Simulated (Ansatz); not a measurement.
We consider bcc W, described by PBE+SOC (PAW; Ansatz, an electronic-structure program).

Numerical settings: plane-wave cutoff 520 eV, 24×24×24 k mesh, Fermi–Dirac smearing 0.05 eV, PAW data made under PBE.

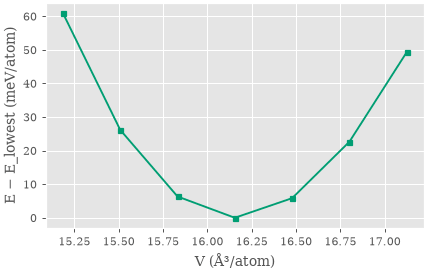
Fig. 1. Total energy against volume

### Question
From the curve, estimate the equilibrium volume and the bulk modulus.

### Answer
V0 ≈ 16.2 Å³/atom and B0 ≈ 300 GPa; the fit gives V0 = 16.155 Å³/atom, B0 = 301 GPa, B′ = 4.2.

Measured, for comparison: bulk modulus 312 GPa (zero-point energy and finite temperature contributions removed, our sources range from 300 to 328; as tabulated in doi:10.1021/acs.jctc.3c00612); equilibrium volume per atom 15.78 Å³/atom (static lattice: zero-point anharmonic expansion removed; as tabulated in Mejia-Rodriguez and Trickey (2018), arXiv:1807.09216). Computed (rounded) less measured: bulk modulus -4 % (inside the range of the sources held), equilibrium volume per atom +2.4 %.

Computed values are for the static lattice.
